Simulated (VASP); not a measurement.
Band structure of K (bcc). All values below come from MS2 meta-GGA, VASP's PBE PAW potentials (set 64) (plane waves; VASP).

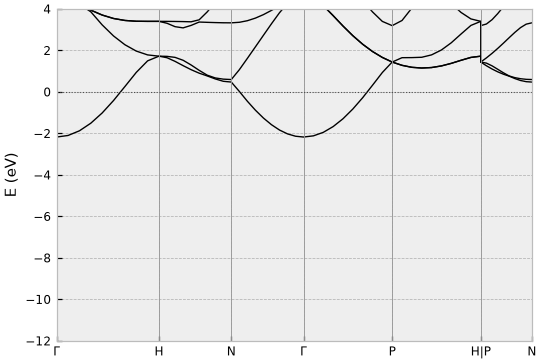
Figure: Bands along high-symmetry lines, zero at the valence-band maximum or, without a gap, the Fermi level

**Question.** Read the plot: is there a gap, and where are the band edges?

**Answer.** It has no gap at this level: it comes out as a metal or semimetal.

The compound is K in the bcc structure. It was relaxed first.
